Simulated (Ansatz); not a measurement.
Pulling on the Pb1–F2 bond in F2Pb (SMILES [F][Pb][F]) (multiplicity 1 held, fragments rigid). Energies count from the point at 2.056 Å.
Geometry at that point (charge 0, multiplicity 1):
```xyz
3

Pb     0.030    -0.019     0.243
F      0.645     1.410    -1.100
F     -0.915    -1.238    -1.116
```

Restricted levels (R-, RO-) in cc, def2 and unpolarised 6-31G sets keep to the state of the molecule at rest. Unrestricted levels (U-) break spin symmetry where that is lower. Levels need not reach the same state.

Frozen-core correlation. Filled d and f shells under p-block atoms count as core.

Codes used: Ansatz (an electronic-structure program). Each number belongs to the level named beside it. In def2 rows elements past Kr take small-core potentials, without spin–orbit coupling.

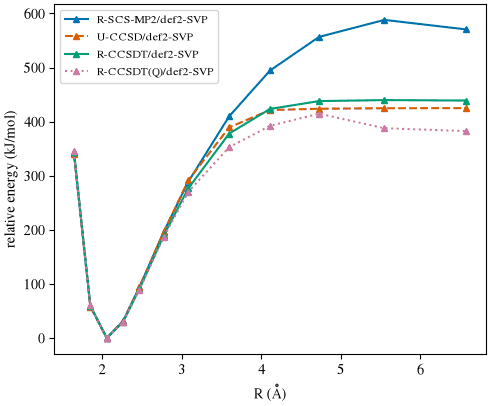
Figure. Relative energy along the coordinate

Doubts at one or more of the structures used: a restricted determinant that unrestricted orbitals would lower (R-SCS-MP2/def2-SVP, R-CCSDT/def2-SVP, R-CCSDT(Q)/def2-SVP); a spin-contaminated determinant (U-CCSD/def2-SVP); T1 above 0.05 (U-CCSD/def2-SVP, R-CCSDT/def2-SVP, R-CCSDT(Q)/def2-SVP); other coupled-cluster roots lie near (R-CCSDT/def2-SVP, R-CCSDT(Q)/def2-SVP).
